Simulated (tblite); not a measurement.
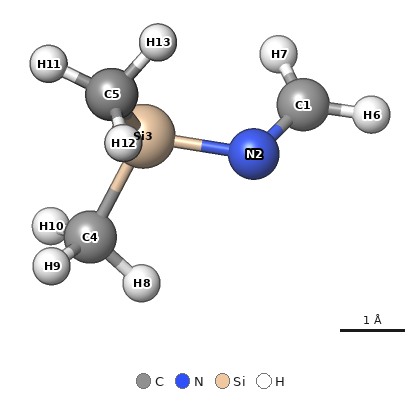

**Figure 1.** The structure as given in the input (ball-and-stick view, seen at a tilt; atoms are numbered from 1 in the order of the input).

**Geometry relaxation of C$_{3}$H$_{8}$NSi (part 1 of 4)**

C$_{3}$H$_{8}$NSi, multiplicity 2, computed with GFN2-xTB geometry optimisation, gas phase (tblite 0.8.0).

It belongs to a series of runs on one base structure; here: X = H replaced by N=CH2.

## Input
```
{"job": {"kind": "relax", "xc": "GFN2-xTB", "basis": "xTB"}, "charge": 0, "multiplicity": 2}
C      2.302900    -0.830000    -0.416000
N      1.223200    -0.515200     0.251600
Si    -0.190400    -0.008200    -0.651400
C     -1.608600    -1.070900    -0.159000
C     -0.435600     1.812300    -0.277800
H      3.182500    -1.148000     0.118200
H      2.348700    -0.780900    -1.483000
H     -1.201400    -1.896200     0.477800
H     -2.400700    -0.560100     0.399200
H     -2.027300    -1.558600    -1.070500
H     -1.101400     2.330000    -0.980300
H     -0.659800     1.959900     0.789700
H      0.563400     2.266700    -0.437200
```

The first line tells a small driver script what to run in tblite; the rest is the geometry in Å.

Machine: 1 CPU thread, shared host.

Launch command:
```bash
OMP_NUM_THREADS=1 python <driver script> task.json out
```

## The program's output
```
step      E/eV     max force
  0    -409.28471    2.899
  1    -409.44575    2.078
  2    -409.49052    0.538
  3    -409.51855    0.570
  4    -409.57895    0.484
  5    -409.59572    0.439
  6    -409.61173    0.350
  7    -409.62510    0.410
  8    -409.64347    0.488
  9    -409.65781    0.331
 10    -409.66752    0.215
 11    -409.67385    0.248
 12    -409.68099    0.237
 13    -409.69162    0.330
 14    -409.70781    0.466
 15    -409.72766    0.472
 16    -409.74610    0.531
 17    -409.76460    0.323
 18    -409.77373    0.301
 19    -409.78112    0.390
 20    -409.79283    0.383
 21    -409.81157    0.523
 22    -409.85897    0.473
 23    -409.87389    0.440
 24    -409.89216    0.390
 25    -409.91804    0.508
 26    -409.93819    0.370
 27    -409.95034    0.387
 28    -409.97156    0.415
 29    -409.99685    0.847
 30    -410.04427    0.803
 31    -410.09610    0.608
 32    -410.09821    0.983
 33    -410.13351    0.498
 34    -410.14357    0.298
 35    -410.15189    0.292
 36    -410.17872    0.318
 37    -410.19113    0.516
 38    -410.20104    0.257
 39    -410.20676    0.233
 40    -410.21199    0.248
 41    -410.21675    0.225
 42    -410.21995    0.199
 43    -410.22138    0.114
 44    -410.22238    0.094
 45    -410.22342    0.110
 46    -410.22477    0.134
 47    -410.22616    0.144
 48    -410.22741    0.093
 49    -410.22836    0.077
 50    -410.22911    0.072
 51    -410.22973    0.110
 52    -410.23030    0.098
 53    -410.23075    0.056
 54    -410.23100    0.039
 55    -410.23111    0.024
 56    -410.23118    0.031
 57    -410.23128    0.033
 58    -410.23145    0.044
 59    -410.23164    0.045
 60    -410.23181    0.039
 61    -410.23195    0.035
 62    -410.23212    0.036
 63    -410.23238    0.055
 64    -410.23274    0.060
 65    -410.23305    0.049
 66    -410.23322    0.033
 67    -410.23334    0.027
 68    -410.23349    0.032
 69    -410.23367    0.033
 70    -410.23380    0.022
 71    -410.23386    0.019
 72    -410.23390    0.015
 73    -410.23393    0.016
 74    -410.23397    0.014
 75    -410.23401    0.014
 76    -410.23404    0.015
 77    -410.23409    0.024
 78    -410.23419    0.037
 79    -410.23437    0.047
 80    -410.23467    0.054
 81    -410.23503    0.066
 82    -410.23541    0.056
 83    -410.23570    0.038
 84    -410.23593    0.034
 85    -410.23611    0.024
 86    -410.23619    0.020
 87    -410.23621    0.023
 88    -410.23626    0.020
 89    -410.23633    0.018
 90    -410.23642    0.016
 91    -410.23650    0.021
 92    -410.23659    0.033
 93    -410.23669    0.042
 94    -410.23687    0.050
 95    -410.23716    0.049
 96    -410.23763    0.046
 97    -410.23831    0.058
 98    -410.23910    0.076
 99    -410.21276    0.741
100    -410.23964    0.059
101    -410.23993    0.046
102    -410.24084    0.079
103    -410.24109    0.051
104    -410.24151    0.038
105    -410.24193    0.049
106    -410.24219    0.047
107    -410.24247    0.029
108    -410.24256    0.023
109    -410.24260    0.021
110    -410.24263    0.016
111    -410.24271    0.015
112    -410.24278    0.023
113    -410.24285    0.029
114    -410.24291    0.026
115    -410.24298    0.020
116    -410.24303    0.012
117    -410.24305    0.023
118    -410.24308    0.020
119    -410.24309    0.005
```

## Trajectory as extended XYZ (Å, eV, eV/Å), 61 of the 120 frames kept, from step=0 to step=119
```
13
Properties=species:S:1:pos:R:3:forces:R:3 step=0 energy=-409.28471
C     2.3029   -0.8300   -0.4160   -1.9380   0.5170   1.9470
N     1.2232   -0.5152    0.2516    1.9270  -0.6590  -2.0630
Si   -0.1904   -0.0082   -0.6514    0.6960   0.4130   0.0710
C    -1.6086   -1.0709   -0.1590   -0.8900  -1.8300   0.2090
C    -0.4356    1.8123   -0.2778    1.0440   0.9040  -0.2000
H     3.1825   -1.1480    0.1182    0.0880  -0.0220   0.1450
H     2.3487   -0.7809   -1.4830    0.2630   0.0660  -0.4920
H    -1.2014   -1.8962    0.4778   -0.5190   0.5880  -0.4160
H    -2.4007   -0.5601    0.3992    0.2050  -0.1900  -0.2950
H    -2.0273   -1.5586   -1.0705   -0.0310   0.3320   0.8660
H    -1.1014    2.3300   -0.9803   -0.0310  -0.2400   0.6990
H    -0.6598    1.9599    0.7897   -0.3030   0.0920  -0.6290
H     0.5634    2.2667   -0.4372   -0.5110   0.0280   0.1580
13
Properties=species:S:1:pos:R:3:forces:R:3 step=2 energy=-409.49052
C     2.2907   -0.8272   -0.3951   -0.0780   0.0300  -0.0990
N     1.2398   -0.5221    0.2228    0.2280  -0.1200  -0.4140
Si   -0.1811    0.0000   -0.6530   -0.2780   0.0150  -0.1370
C    -1.6239   -1.1060   -0.1542    0.0640   0.0290   0.0300
C    -0.4136    1.8304   -0.2802    0.2170   0.0880   0.0070
H     3.1822   -1.1478    0.1220    0.0700  -0.0360   0.2250
H     2.3559   -0.7804   -1.4887    0.2900  -0.0180   0.1010
H    -1.2137   -1.8868    0.4709   -0.2040  -0.2300   0.1530
H    -2.3959   -0.5654    0.3918    0.0520  -0.1570  -0.1510
H    -2.0308   -1.5532   -1.0523   -0.3300  -0.1240   0.1530
H    -1.1027    2.3242   -0.9628   -0.0880  -0.0920   0.4130
H    -0.6677    1.9633    0.7739   -0.2290   0.1620  -0.3110
H     0.5563    2.2714   -0.4339    0.2870   0.4540   0.0320
13
Properties=species:S:1:pos:R:3:forces:R:3 step=4 energy=-409.57895
C     2.3096   -0.8326   -0.4068   -0.3610   0.1020   0.3060
N     1.2391   -0.5284    0.1815    0.1570  -0.1040  -0.4000
Si   -0.2004    0.0057   -0.6685    0.1860  -0.0830  -0.0280
C    -1.6233   -1.1228   -0.1503    0.0820   0.0670  -0.0830
C    -0.3781    1.8461   -0.2819    0.0180  -0.1150  -0.0860
H     3.1846   -1.1499    0.1450    0.0010  -0.0230   0.1330
H     2.3915   -0.7825   -1.4848    0.3900  -0.0170  -0.2860
H    -1.2408   -1.9066    0.4839   -0.0350  -0.2240   0.1550
H    -2.3914   -0.5815    0.3757   -0.2120   0.1250   0.1840
H    -2.0671   -1.5645   -1.0282   -0.2040  -0.2270  -0.0820
H    -1.1140    2.3142   -0.9153   -0.0920   0.1550  -0.1650
H    -0.6949    1.9825    0.7399    0.0190   0.0840   0.3180
H     0.5807    2.3209   -0.4286    0.0520   0.2610   0.0360
13
Properties=species:S:1:pos:R:3:forces:R:3 step=6 energy=-409.61173
C     2.3158   -0.8341   -0.4088    0.1360  -0.0260  -0.1280
N     1.2360   -0.5344    0.1469   -0.0810  -0.0460  -0.0360
Si   -0.2022    0.0052   -0.6805    0.0270  -0.0150  -0.0760
C    -1.6227   -1.1316   -0.1503   -0.1710  -0.0500   0.0340
C    -0.3602    1.8523   -0.2843   -0.1750   0.0750   0.0660
H     3.1834   -1.1515    0.1639   -0.1240   0.0100   0.0620
H     2.4321   -0.7850   -1.4935    0.3490  -0.0150  -0.0270
H    -1.2585   -1.9259    0.4965   -0.0410   0.0270  -0.0310
H    -2.3974   -0.5847    0.3755   -0.0170   0.0620   0.1140
H    -2.0956   -1.5815   -1.0174   -0.0040  -0.1150   0.0240
H    -1.1223    2.3160   -0.8986    0.1000   0.1050  -0.2360
H    -0.7059    1.9961    0.7356    0.2290  -0.0360   0.1880
H     0.5932    2.3595   -0.4235   -0.2290   0.0230   0.0450
13
Properties=species:S:1:pos:R:3:forces:R:3 step=8 energy=-409.64347
C     2.3263   -0.8357   -0.4182    0.3680  -0.0880  -0.3080
N     1.2321   -0.5457    0.1087   -0.0820  -0.0250   0.0210
Si   -0.2033    0.0030   -0.6968   -0.3210   0.0810   0.0000
C    -1.6351   -1.1408   -0.1482   -0.1530  -0.0360   0.0760
C    -0.3606    1.8621   -0.2815   -0.1460   0.0840   0.0860
H     3.1725   -1.1526    0.1870   -0.1080  -0.0100   0.0370
H     2.5000   -0.7882   -1.5043    0.1800   0.0370   0.2230
H    -1.2770   -1.9415    0.5058   -0.0420   0.2250  -0.1400
H    -2.4053   -0.5814    0.3863    0.1400  -0.0620  -0.0350
H    -2.1218   -1.6075   -1.0068    0.0960   0.0550   0.1500
H    -1.1213    2.3279   -0.9055    0.1540   0.0080  -0.0400
H    -0.6953    2.0050    0.7500    0.1940  -0.1020  -0.0880
H     0.5846    2.3959   -0.4152   -0.2800  -0.1670   0.0170
13
Properties=species:S:1:pos:R:3:forces:R:3 step=10 energy=-409.66752
C     2.3436   -0.8387   -0.4336    0.0570  -0.0200  -0.0180
N     1.2304   -0.5581    0.0705   -0.0330   0.0160  -0.2120
Si   -0.2186    0.0042   -0.7073   -0.1690   0.0290   0.1240
C    -1.6514   -1.1466   -0.1443    0.0420   0.0970   0.0080
C    -0.3707    1.8703   -0.2767   -0.0380  -0.0950  -0.0290
H     3.1585   -1.1552    0.2086    0.0000  -0.0700   0.0450
H     2.5680   -0.7877   -1.5050    0.0820   0.1010   0.1150
H    -1.2923   -1.9428    0.5074    0.0510   0.1520  -0.0270
H    -2.4074   -0.5798    0.3964    0.0280  -0.0440  -0.0330
H    -2.1384   -1.6269   -0.9922    0.0300   0.1070   0.0750
H    -1.1133    2.3407   -0.9170   -0.0100  -0.0030   0.1170
H    -0.6751    2.0059    0.7624   -0.0220  -0.0820  -0.1170
H     0.5623    2.4152   -0.4079   -0.0180  -0.1880  -0.0470
13
Properties=species:S:1:pos:R:3:forces:R:3 step=12 energy=-409.68099
C     2.3562   -0.8417   -0.4417   -0.1560   0.0410   0.1630
N     1.2261   -0.5627    0.0369   -0.0210   0.0180  -0.2140
Si   -0.2360    0.0065   -0.7039    0.1530  -0.0510   0.0390
C    -1.6571   -1.1428   -0.1416    0.0590   0.0980  -0.0050
C    -0.3785    1.8676   -0.2767    0.0260  -0.1130  -0.0860
H     3.1510   -1.1619    0.2223   -0.0070  -0.1020   0.0490
H     2.6080   -0.7795   -1.4983    0.1190   0.1410  -0.0800
H    -1.2952   -1.9324    0.5065    0.1330   0.0070   0.1000
H    -2.4074   -0.5814    0.3999   -0.1390   0.0640   0.0670
H    -2.1440   -1.6284   -0.9804   -0.0390   0.0610  -0.0650
H    -1.1108    2.3471   -0.9150   -0.1600   0.0310   0.0780
H    -0.6669    2.0001    0.7614   -0.1370  -0.0500   0.0360
H     0.5503    2.4099   -0.4081    0.1680  -0.1450  -0.0820
13
Properties=species:S:1:pos:R:3:forces:R:3 step=14 energy=-409.70781
C     2.3810   -0.8469   -0.4538   -0.0860   0.0710   0.0470
N     1.2092   -0.5706   -0.0542    0.1380  -0.0580   0.0020
Si   -0.2617    0.0074   -0.6969    0.4160  -0.1160  -0.1750
C    -1.6675   -1.1285   -0.1334   -0.1310  -0.0490   0.0790
C    -0.3917    1.8555   -0.2834    0.0210   0.1040  -0.0490
H     3.1306   -1.1871    0.2581   -0.2070  -0.1190  -0.0530
H     2.7110   -0.7465   -1.4863    0.1070   0.2070   0.0040
H    -1.2905   -1.9079    0.5142    0.1500  -0.0850   0.1540
H    -2.4194   -0.5800    0.4124   -0.2210   0.1500   0.1450
H    -2.1618   -1.6255   -0.9580   -0.0540   0.0120  -0.1590
H    -1.1212    2.3627   -0.8989   -0.2300   0.0210  -0.0060
H    -0.6635    1.9825    0.7578   -0.1570  -0.0390   0.1160
H     0.5410    2.3854   -0.4165    0.2540  -0.1000  -0.1040
13
Properties=species:S:1:pos:R:3:forces:R:3 step=16 energy=-409.74610
C     2.4153   -0.8507   -0.4709    0.1600   0.0610  -0.1720
N     1.1958   -0.5836   -0.1810    0.4570  -0.1700   0.2100
Si   -0.2756    0.0018   -0.6924    0.1250  -0.0610  -0.2380
C    -1.6889   -1.1074   -0.1157   -0.1910  -0.1330   0.1420
C    -0.4123    1.8421   -0.2967   -0.0040   0.2570   0.0530
H     3.0859   -1.2334    0.3005   -0.3360  -0.1330  -0.2210
H     2.8556   -0.6805   -1.4590   -0.0190   0.2130   0.2860
H    -1.2691   -1.8703    0.5325   -0.0550  -0.0550   0.0520
H    -2.4492   -0.5691    0.4381   -0.0590   0.0840   0.0800
H    -2.1845   -1.6128   -0.9365   -0.0270  -0.0380  -0.0640
H    -1.1515    2.3843   -0.8734   -0.0860  -0.0460  -0.0670
H    -0.6702    1.9498    0.7549   -0.0310  -0.0050  -0.0020
H     0.5444    2.3303   -0.4389    0.0650   0.0260  -0.0590
13
Properties=species:S:1:pos:R:3:forces:R:3 step=18 energy=-409.77373
C     2.4411   -0.8487   -0.4866    0.1060   0.0280  -0.0800
N     1.2097   -0.5993   -0.2401   -0.0130   0.0300   0.1350
Si   -0.2732   -0.0057   -0.7048   -0.0140  -0.0320   0.0040
C    -1.7082   -1.1040   -0.1001    0.0430   0.0100  -0.0060
C    -0.4194    1.8473   -0.3019   -0.0010  -0.0560   0.0140
H     3.0451   -1.2672    0.3126   -0.0870  -0.2100  -0.1970
H     2.9370   -0.6335   -1.4338   -0.0150   0.2130   0.2000
H    -1.2652   -1.8589    0.5479   -0.2030   0.0020  -0.0220
H    -2.4696   -0.5585    0.4567    0.1210  -0.0270  -0.0320
H    -2.2028   -1.6118   -0.9272    0.0300   0.0070   0.1270
H    -1.1734    2.3933   -0.8629    0.0970  -0.0990  -0.0510
H    -0.6770    1.9359    0.7544    0.0720   0.0340  -0.0880
H     0.5516    2.3116   -0.4529   -0.1370   0.1020  -0.0050
13
Properties=species:S:1:pos:R:3:forces:R:3 step=20 energy=-409.79283
C     2.4668   -0.8429   -0.5027   -0.3200  -0.0110   0.2100
N     1.2222   -0.6121   -0.2793   -0.1320   0.1450  -0.0990
Si   -0.2702   -0.0155   -0.7170    0.0320   0.0100   0.2500
C    -1.7220   -1.1006   -0.0877    0.2330   0.1230  -0.1230
C    -0.4258    1.8473   -0.3055    0.0270  -0.2790  -0.1280
H     3.0037   -1.3161    0.3078    0.1640  -0.2470  -0.1840
H     3.0099   -0.5737   -1.4009   -0.0090   0.2320   0.0650
H    -1.2808   -1.8523    0.5605   -0.1480  -0.0470   0.0330
H    -2.4775   -0.5502    0.4718    0.1370   0.0030  -0.0660
H    -2.2172   -1.6137   -0.9095   -0.0130   0.0090   0.0990
H    -1.1834    2.3934   -0.8626    0.1050  -0.1140  -0.0340
H    -0.6747    1.9282    0.7508    0.0500   0.0490  -0.0290
H     0.5446    2.3085   -0.4643   -0.1250   0.1260   0.0060
13
Properties=species:S:1:pos:R:3:forces:R:3 step=22 energy=-409.85897
C     2.4818   -0.8277   -0.5097   -0.2230  -0.1550   0.3460
N     1.2347   -0.6111   -0.2844    0.1670  -0.0670  -0.2590
Si   -0.2527   -0.0351   -0.7106   -0.1600   0.1590   0.2130
C    -1.7130   -1.0778   -0.0759    0.0410  -0.1250  -0.0010
C    -0.4329    1.8134   -0.3253    0.0440   0.0710  -0.0810
H     2.9464   -1.4666    0.2336    0.3470  -0.0560  -0.3170
H     3.0794   -0.4007   -1.3144   -0.1550   0.0520   0.2350
H    -1.3306   -1.8436    0.5826    0.1690  -0.1640   0.1660
H    -2.4613   -0.5307    0.4843   -0.0030   0.2740  -0.0270
H    -2.2201   -1.5986   -0.8748   -0.1490  -0.0430  -0.2230
H    -1.1858    2.3575   -0.8783   -0.1550  -0.0630  -0.1470
H    -0.6670    1.9178    0.7280   -0.0370   0.0130   0.1280
H     0.5168    2.3035   -0.4938    0.1120   0.1040  -0.0320
13
Properties=species:S:1:pos:R:3:forces:R:3 step=24 energy=-409.89216
C     2.4724   -0.8252   -0.4917    0.2040  -0.0550   0.0410
N     1.2399   -0.6039   -0.2421   -0.0260  -0.2650  -0.1370
Si   -0.2400   -0.0384   -0.6959   -0.1440   0.0730   0.1380
C    -1.6964   -1.0764   -0.0737   -0.2610  -0.2510   0.1050
C    -0.4250    1.8006   -0.3375   -0.0770   0.3700   0.0600
H     2.9491   -1.5474    0.1602    0.3160   0.0230  -0.2280
H     3.0506   -0.3120   -1.2660   -0.0730  -0.1090   0.3080
H    -1.3528   -1.8548    0.5961    0.2210  -0.0700   0.0770
H    -2.4411   -0.5115    0.4779    0.0140   0.2420  -0.0420
H    -2.2151   -1.5866   -0.8750   -0.0950  -0.0110  -0.1930
H    -1.1888    2.3215   -0.8958   -0.1790  -0.0030  -0.1840
H    -0.6702    1.9212    0.7140    0.0020   0.0070   0.0920
H     0.5131    2.3133   -0.5091    0.0980   0.0490  -0.0370
```
